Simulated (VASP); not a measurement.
Band structure of ZnS (zinc blende). All values below come from revTPSS meta-GGA, VASP's PBE PAW potentials (set 64) (plane waves; VASP).

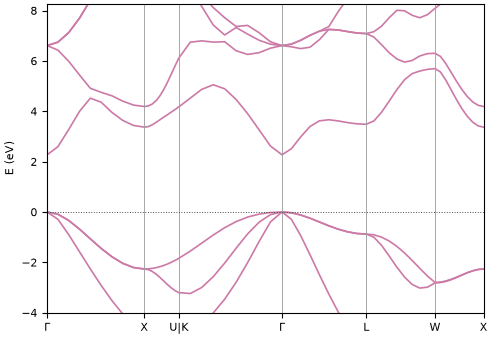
Figure. Bands along high-symmetry lines, zero at the valence-band maximum or, without a gap, the Fermi level

Problem. Read the plot: is there a gap, and where are the band edges?

Solution. The gap is direct, 2.27 eV, from the valence maximum at Γ to the conduction minimum at Γ.

Measured: gap 3.94 eV (computed value off by -1.67 eV), as given by Wei Chen et al., Physical Review Materials (2018), doi:10.1103/physrevmaterials.2.073803 [zero-point renormalisation of 0.1 eV added back (the table's ZPR column)].

The compound is ZnS in the zinc blende structure. It was relaxed first.
